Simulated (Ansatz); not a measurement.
# Ca2B4Rh5: the cost of one run

All numbers below are computed with Ansatz 0.2.0 (DFT PBE, plane waves, PAW, scalar-relativistic, no spin polarisation).

### Step 1. The structure to begin with

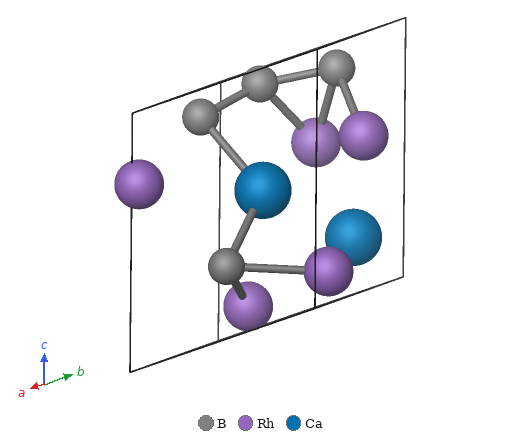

The starting structure, seen slightly off an axis (boron grey, rhodium purple, calcium blue). Each atom of the cell is drawn once.

As a file:

```xyz
11
Lattice="5.8057 -0.0951 1.3304 -0.1135 4.6299 -1.3367 -1.2231 3.6224 4.8450" Properties=species:S:1:pos:R:3 pbc="T T T"
B     1.9681    3.7244    4.7433
B     0.0831    6.4956    3.5759
B     5.1125    3.0837    1.8764
B     0.5229    4.8821    4.3845
Rh   -0.3414    4.7696    2.3654
Rh    3.4406    2.2747    0.5954
Rh    4.5006    4.8082    0.2901
Ca    3.0296    4.2178    2.5903
Ca    1.2769    4.6395    0.2064
Rh    4.6098    2.4341    4.6177
Rh    1.6839    6.5707    2.0904
```

### Step 2. Dynamics

Contents of input.yaml:

```yaml
crystal:
  lattice:
    - [5.805714, -0.095081, 1.330433]
    - [-0.113451, 4.629925, -1.336718]
    - [-1.223072, 3.622373, 4.844966]
  atoms:
    - { symbol: B, position: [0.525218, 0.133298, 0.871577] }
    - { symbol: B, position: [0.213391, 0.720255, 0.878186] }
    - { symbol: B, position: [0.944914, 0.48151, 0.260666] }
    - { symbol: B, position: [0.290411, 0.341156, 0.919342] }
    - { symbol: Rh, position: [0.081949, 0.548984, 0.617179] }
    - { symbol: Rh, position: [0.617332, 0.444512, 0.076019] }
    - { symbol: Rh, position: [0.816214, 0.97363, 0.104357] }
    - { symbol: Ca, position: [0.638593, 0.528844, 0.50519] }
    - { symbol: Ca, position: [0.278855, 0.850732, 0.200746] }
    - { symbol: Rh, position: [0.940483, 0.001161, 0.695165] }
    - { symbol: Rh, position: [0.431554, 0.973131, 0.581434] }
kpoints:
  mp_grid: { grid: [3, 3, 3] }
magnetization:
  spin_polarized: false
scf:
  occupations: { method: cold, width: 0.15 }
hamiltonian:
  pseudopotentials: { kind: paw }
  xc: pbe
basis:
  ecutwfc: 420
md:
  timestep: 1.0
  n_steps: 40
  ensemble: nvt_langevin
  temperature: 600.0
  initial_velocities: maxwell_boltzmann
  seed: 39795
```

Run with:

```bash
> ansatz run input.yaml --threads 2 --pin off --max-ram 2560MiB --backend cpu --events-out ev --progress --plain --runs-dir out
```

What time and memory should one allow on 2 threads of AMD EPYC 9R45 (Zen 5), shared host?

About 79 s, with a peak of 0.63 GiB.
